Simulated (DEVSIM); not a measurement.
System: abrupt Ge n-p junction, at 350 K.

```
layer (left to right)  material  thickness (μm)  Nd (cm⁻³)  Na (cm⁻³)  τn (s)  τp (s)
---------------------  --------  --------------  ---------  ---------  ------  ------
1                            Ge            6.90     1.3e17          -  3.1e-6  9.3e-5
2                            Ge            3.20          -     6.2e16  3.1e-6  3.1e-6
```

Left contact: ohmic. Right contact: ohmic. Voltage is applied to the left contact. Recombination: SRH at mid-gap, radiative. Mobility is constant in doping.

The device is made up for the run: typed textbook-type constants, with dimensions and the other settings drawn at random. Values at 300 K; Nc and Nv go as T^1.5, mobilities as T to minus their exponent, the gap by Varshni's rule with the affinity fixed.

```
parameter               Ge
----------------  --------
gap (eV)             0.664
affinity (eV)            4
permittivity            16
Nc (cm⁻³)          1.04e19
Nv (cm⁻³)             6e18
μn (cm²/Vs)           3900
μp (cm²/Vs)           1900
T exponent of μn      1.66
T exponent of μp      2.33
B (cm³/s)          6.4e-14
Varshni α (eV/K)  0.000477
Varshni β (K)          235
```

Simulated with DEVSIM: 1D drift-diffusion, Boltzmann statistics, complete ionisation; no tunnelling, impact ionisation, image-force lowering or self-heating.

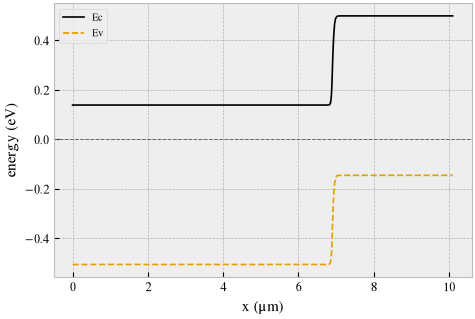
Fig. 1. Band edges at zero bias

Energies count from the Fermi level of the right contact; mesh points crowd at the junctions.

```tsv
x (μm)	Ec (eV)	Ev (eV)	n (cm⁻³)	p (cm⁻³)	field (V/cm)
0.000	0.139	-0.505	1.3e17	4.0e11	≈ 0
0.03020	0.139	-0.505	1.3e17	4.0e11	≈ 0
0.09814	0.139	-0.505	1.3e17	4.0e11	≈ 0
0.2400	0.139	-0.505	1.3e17	4.0e11	≈ 0
0.7651	0.139	-0.505	1.3e17	4.0e11	≈ 0
1.751	0.139	-0.505	1.3e17	4.0e11	≈ 0
3.848	0.139	-0.505	1.3e17	4.0e11	≈ 0
5.852	0.139	-0.505	1.3e17	4.0e11	≈ 0
6.447	0.139	-0.505	1.3e17	4.0e11	≈ 0
6.712	0.139	-0.505	1.3e17	4.0e11	≈ 0
6.826	0.141	-0.504	1.2e17	4.2e11	1000
6.891	0.226	-0.418	7.2e15	7.2e12	42000
6.915	0.340	-0.304	1.7e14	3.1e14	43000
6.964	0.469	-0.175	2.3e12	2.3e16	12000
7.127	0.499	-0.145	8.4e11	6.2e16	≈ 0
7.436	0.499	-0.145	8.4e11	6.2e16	≈ 0
8.128	0.499	-0.145	8.4e11	6.2e16	≈ 0
9.122	0.499	-0.145	8.4e11	6.2e16	≈ 0
9.786	0.499	-0.145	8.4e11	6.2e16	≈ 0
9.973	0.499	-0.145	8.4e11	6.2e16	≈ 0
10.06	0.499	-0.145	8.4e11	6.2e16	≈ 0
10.10	0.499	-0.145	8.4e11	6.2e16	≈ 0
```
